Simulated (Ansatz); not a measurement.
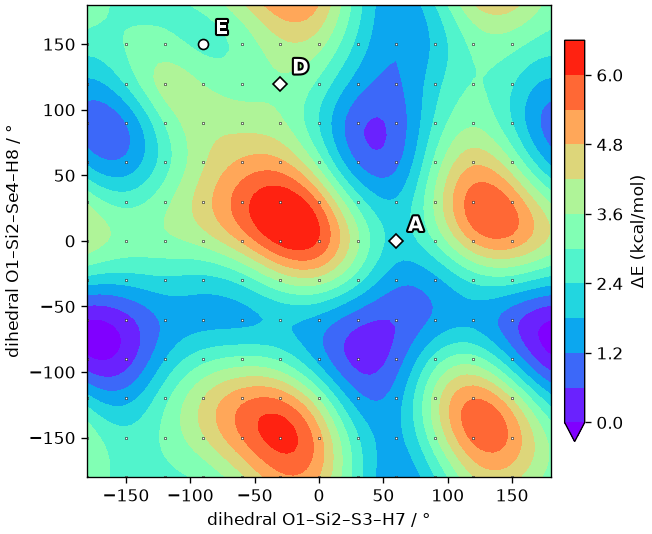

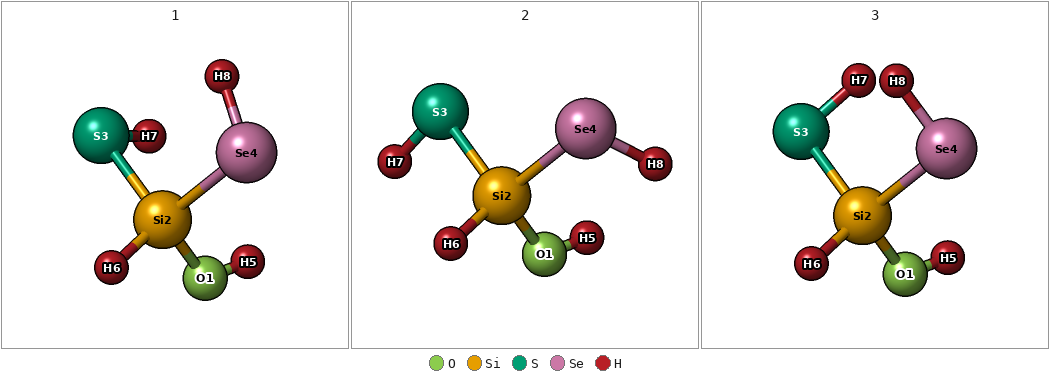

H4OSSeSi, SMILES O[SiH](S)[SeH]. Coordinates scanned: (1) dihedral O1–Si2–S3–H7; (2) dihedral O1–Si2–Se4–H8. Nothing is relaxed (all other coordinates rigid). The scan uses a 12 × 12 grid. Points are written as (first, second). Energies are in kcal/mol, from the lowest grid point. The calculation used RHF/def2-TZVP (Ansatz 0.2.0).

In the figure: filled contours, dots at the grid points, lettered points. Between grid points the surface is interpolated. The numbered pictures are the structures at these points, in random order.

Q: Which structure belongs to which point?

A: A is structure 2: (60°, 0°), 2.16 kcal/mol; D is structure 1: (−30°, 120°), 3.51 kcal/mol; E is structure 3: (−90°, 150°), 2.86 kcal/mol.
